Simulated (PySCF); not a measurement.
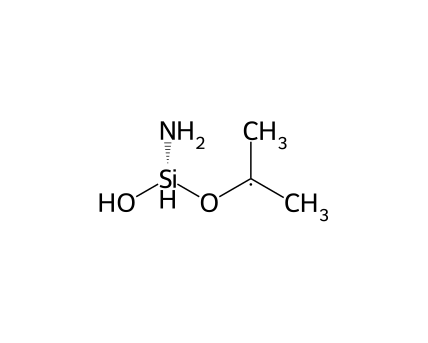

Charge 0, doublet. Computed geometry: GFN2-xTB optimisation. No frequency run is at hand to confirm it as a minimum. Method: UKS B3LYP, pcH-1 on C H N O Si, non-relativistic (PySCF 2.14.0).

Computed properties:

The species is C3H10NO2Si (`C[C](C)O[Si@@H](N)O`).
- ⟨S²⟩ of the determinant: 0.754
- isotropic g value: 2.00300

The geometry is semi-empirical. Around Si such bond lengths and angles can be off by a tenth of an ångström or more and by several degrees, and values that hang on the shape move with them.
